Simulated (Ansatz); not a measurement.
# Bands, cutoff and cost in G0W0 for Cs2AgAsF6 (Fm-3m), part 2 of 2

How do accuracy and time trade against each other in G0W0 on Cs2AgAsF6 (Fm-3m)?

Ansatz 0.2.0; G0W0 on PBE, plane waves, PAW; PAW set soft_1. Known limits of the many-body steps: not at the basis limit; d shell near the gap, gap tends to lie low; no spin-orbit coupling; coarse k mesh.

So far. Step 4 (1065 empty bands, screening to 180 eV): Against the run with 4×4×4 mesh, 495 empty bands, screening to 108 eV, PAW set soft_1 files, the gap moves by +0.10 eV. Step 5 (Changing the k mesh: 2×2×2 mesh, 495 empty bands …): Against the run with 4×4×4 mesh, 495 empty bands, screening to 108 eV, PAW set soft_1 files, the gap moves by +0.05 eV.

In doubt: one-shot GW on d or f shells is unsure (steps 2, 3, 4, 5, 6, 7), so the values of those runs are not to be relied on.

## Step 6: Changing the frequency model: 4×4×4 mesh, 1065 empty bands, screening to 180 eV, plasmon pole, PAW set soft_1 files

A plasmon pole stands in for the full frequency dependence of the screening; this run shows what that costs in accuracy. Bands and cutoff differ from the step before, so it is read against an earlier run that matches them.

File input.yaml:

```yaml
crystal:
  lattice:
    - [0.0, 4.5976094258, 4.5976094258]
    - [4.5976094258, 0.0, 4.5976094258]
    - [4.5976094258, 4.5976094258, 0.0]
  atoms:
    - { symbol: Cs, position: [0.75, 0.75, 0.75] }
    - { symbol: Cs, position: [0.25, 0.25, 0.25] }
    - { symbol: Ag, position: [0.5, 0.5, 0.5] }
    - { symbol: As, position: [0.0, 0.0, 0.0] }
    - { symbol: F, position: [0.77327897, 0.22672103, 0.22672103] }
    - { symbol: F, position: [0.22672103, 0.22672103, 0.77327897] }
    - { symbol: F, position: [0.22672103, 0.77327897, 0.77327897] }
    - { symbol: F, position: [0.22672103, 0.77327897, 0.22672103] }
    - { symbol: F, position: [0.77327897, 0.22672103, 0.77327897] }
    - { symbol: F, position: [0.77327897, 0.77327897, 0.22672103] }
kpoints:
  mp_grid: { grid: [4, 4, 4] }
hamiltonian:
  xc: pbe
  pseudopotentials: { kind: paw, azcp: { folder: soft_1 } }
scf:
  occupations: { method: fixed }
gw:
  n_empty_bands: 1065
  ecut_chi: 180.0
  qp_bands: [v3, c3]
  qp_kpoints: band_edges
  screening: { model: godby_needs }
```

Launch:

```console
$ ansatz run input.yaml --threads 2 --pin off --max-ram 92160MiB --backend cuda --events-out ev --progress --plain --runs-dir out --devices 1 --max-vram 13GiB
```

Numbers of over 12 decimals in the logs are rounded to 6 here.

What it wrote:

```text
GPUs: using 1 of 1 available (devices: 1).
[...]
GPU FFT provider: cuFFT
GPU libraries: cuBLAS 13.8.2, cuFFT 12.4.0, cuSOLVER 12.3.4
Crystal: 10 atoms, lattice volume = 194.369 Å³
Basis set: ecut = 420 eV, 3839 PW (Γ)
Bands: 57, of which v1, the nominal top of the filled ones, is band 47 counted from 1 (46 counted from 0)
Symmetry: 48 space group operations
[...]
k-points: 8 of 64
[...]
1    46      4.0737   -35.2501     5.0463   -28.6152  0.7990     2.4806     2.4851  root
[...]
7    47      5.1773   -31.6007     3.8345   -26.7611  0.7868     4.1695     4.1722  root
     7    48      8.4855    -9.5205    -3.9430   -14.4026  0.8316     9.4285     9.4246  root
     7    49      9.6206   -12.4745    -3.5654   -17.1819  0.8170    10.7662    10.7627  root
     7    50      9.6206   -12.4745    -3.5654   -17.1819  0.8170    10.7662    10.7627  root
[key lines of the parts left out:]
SCF converged after 10 iterations
Free energy (F): -28643.805582 eV
Fermi energy:    5.276786 eV
```

It took 1.8 min on 1 × NVIDIA H100 80GB HBM3 (shared by 6 runs) with 2 threads of AMD EPYC 7R13 (Zen 3), shared host; peak memory 8.5 GiB.

Numbers from this step:

```
bands summed                                 : 1112
plasmon-pole fit frequency                   : 25.82 eV
RPA ε∞ on this mesh (eigenvalues)            : 2.927, 2.927, 2.927
plane waves in the screening matrix          : 1067
G0W0 gap on the mesh                         : 4.238 eV
k of the valence top                         : 0, -0.5, -0.5
k of the conduction bottom                   : 0, 0, -0.5
starting gap on the mesh                     : 2.431 eV
least direct G0W0 gap on the computed points : 5.179 eV
```

Against the run with 4×4×4 mesh, 1065 empty bands, screening to 180 eV, PAW set soft_1 files, the gap moves by −0.02 eV.

## Step 7: Changing the files and raising the bands: 4×4×4 mesh, 1579 empty bands, screening to 234 eV, hard PAW files

Other atomic data (hard PAW) test the pseudisation: the cutoff goes from 420 to 1050 eV, with the same valence electrons. Bands and screening cutoff change too, so the step is no clean test of the files.

This step: G0W0 on PBE, plane waves, PAW.

Edit input.yaml of step 6 so:

```diff
@@ -20,3 +20,3 @@
   xc: pbe
-  pseudopotentials: { kind: paw, azcp: { folder: soft_1 } }
+  pseudopotentials: { kind: paw, source: ansatz }
 scf:
@@ -24,6 +24,6 @@
 gw:
-  n_empty_bands: 1065
-  ecut_chi: 180.0
+  n_empty_bands: 1579
+  ecut_chi: 234.0
   qp_bands: [v3, c3]
   qp_kpoints: band_edges
-  screening: { model: godby_needs }
+  screening: { model: contour_deformation }
```

What it wrote:

```text
GPUs: using 1 of 1 available (devices: 1).
[...]
GPU FFT provider: cuFFT
GPU libraries: cuBLAS 13.8.2, cuFFT 12.4.0, cuSOLVER 12.3.4
Crystal: 10 atoms, lattice volume = 194.369 Å³
Basis set: ecut = 1050 eV, 15065 PW (Γ)
Bands: 57, of which v1, the nominal top of the filled ones, is band 47 counted from 1 (46 counted from 0)
Symmetry: 48 space group operations
[...]
k-points: 8 of 64
[...]
7    46      4.2107   -35.1097     4.9991   -28.4752  0.7348     2.4749     2.5752  root ?
     7    47      5.3682   -31.5640     3.5731   -26.7233  0.7529     4.0690     4.1006  root
     7    48      8.6766    -9.4950    -4.1113   -14.3708  0.7996     9.4514     9.4410  root
     7    49      9.8126   -12.4489    -3.8078   -17.1470  0.7813    10.7214    10.7028  root
     7    50      9.8126   -12.4489    -3.8078   -17.1470  0.7813    10.7214    10.7028  root
[key lines of the parts left out:]
SCF converged after 10 iterations
Free energy (F): -28709.014252 eV
Fermi energy:    5.467642 eV
```

Wall time 2.7 min (1 × NVIDIA H100 80GB HBM3 (shared by 6 runs) with 2 threads); peak memory 9.2 GiB.

Numbers from this step:

| Property | Result |
| --- | --- |
| bands summed | 1626 |
| RPA ε∞ on this mesh (eigenvalues) | 2.924, 2.924, 2.924 |
| plane waves in the screening matrix | 1591 |
| G0W0 gap on the mesh | 4.381 eV |
| k of the valence top | 0, -0.5, -0.5 |
| k of the conduction bottom | 0, 0, -0.5 |
| starting gap on the mesh | 2.431 eV |
| least direct G0W0 gap on the computed points | 5.268 eV |

Against the run with 4×4×4 mesh, 1065 empty bands, screening to 180 eV, PAW set soft_1 files, the gap moves by +0.12 eV.

## Step 8: Convergence and cost

Times are wall times on 1 × NVIDIA H100 80GB HBM3 (shared by 6 runs) with 2 threads of AMD EPYC 7R13 (Zen 3), shared host, good to a factor of about two.

```csv
mesh,files,frequency,bands summed,cutoff (eV),start (eV),G0W0 (eV),time,host memory (GiB)
4×4×4,PAW set soft_1,contour deformation,222,54,2.431,4.253,15 s,1.3
4×4×4,PAW set soft_1,contour deformation,542,108,2.431,4.162,31 s,1.9
4×4×4,PAW set soft_1,contour deformation,1112,180,2.431,4.259,79 s,3.6
2×2×2,PAW set soft_1,contour deformation,542,108,2.424,4.210,14 s,1.4
4×4×4,PAW set soft_1,plasmon pole,1112,180,2.431,4.238,1.8 min,8.5
4×4×4,hard PAW,contour deformation,1626,234,2.431,4.381,2.7 min,9.2
```

The parts of the quasiparticle energy at the two band edges (eV; QP = start + Σx + Σc − Vxc):

```csv
run,edge,start,Σx,Σc,Vxc,Z,QP
222 bands,valence top,5.28,-31.63,4.06,-26.85,0.77,4.56
222 bands,conduction bottom,7.71,-8.91,-3.54,-13.55,0.82,8.81
542 bands,valence top,5.28,-31.63,3.90,-26.85,0.76,4.40
542 bands,conduction bottom,7.71,-8.91,-3.79,-13.55,0.81,8.56
1112 bands,valence top,5.28,-31.63,3.71,-26.85,0.76,4.21
1112 bands,conduction bottom,7.71,-8.91,-3.88,-13.55,0.81,8.47
```

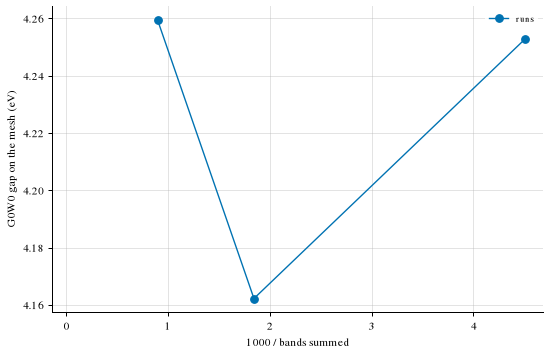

The gap against one over the number of bands.

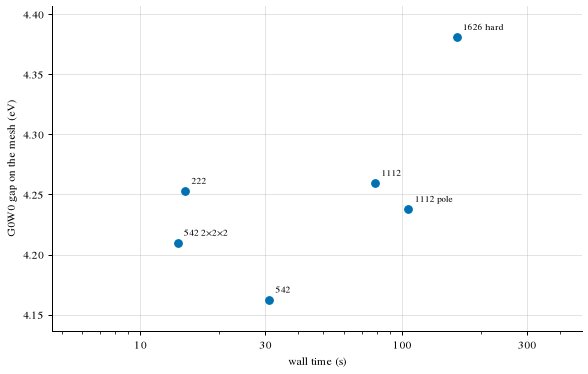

Result against wall time.

## Step 9: Results

```
222 bands, 54 eV   : 4.253 eV
542 bands, 108 eV  : 4.162 eV
1112 bands, 180 eV : 4.259 eV
mesh and start     : 4×4×4, PBE
```

**Reading.** From 222 to 1112 bands the gap moves by +0.01 eV while the time grows 5.3-fold. Σc changes by −0.35 eV at the valence top and −0.34 eV at the conduction bottom, so the levels themselves move more than the gap between them. The gap turns back along the series, so no limit is drawn from it. On the 2×2×2 mesh in place of 4×4×4 the gap differs by +0.05 eV, of which −0.01 eV is already in the start. The plasmon-pole model gives −0.02 eV against contour deformation, 1 % of the correction (the least direct gap moves by +0.01 eV), and saved no time in this program. With hard PAW files and 1626 bands the gap is 4.38 eV. A d shell, filled or nearly so, lies near the gap. One-shot GW converges very slowly in bands there, not always from below, and on a semilocal start the gap tends to come out low; starts rich in exact exchange can overshoot instead. The many-body steps are scalar-relativistic: spin-orbit coupling is not in them.

[Paths, hosts, dates, memory and timing lines, banners, echoed tables and standing remarks are left out of the program output.]

[Logs are printed without paths, hosts, clocks, repeated set-up lines and the standing remarks that a program may print on its own settings, such as how far it seeks lower states.]

[Runs of the session that timed out or met a known fault of the program may be left out.]

[Cells called generated may have been cut or substituted from an entry of the Crystallography Open Database or the Materials Project.]

[Hosts, paths, dates, database ids (printed as entryN), source tags and the programs' standing remarks are cut or masked in the printed files.]
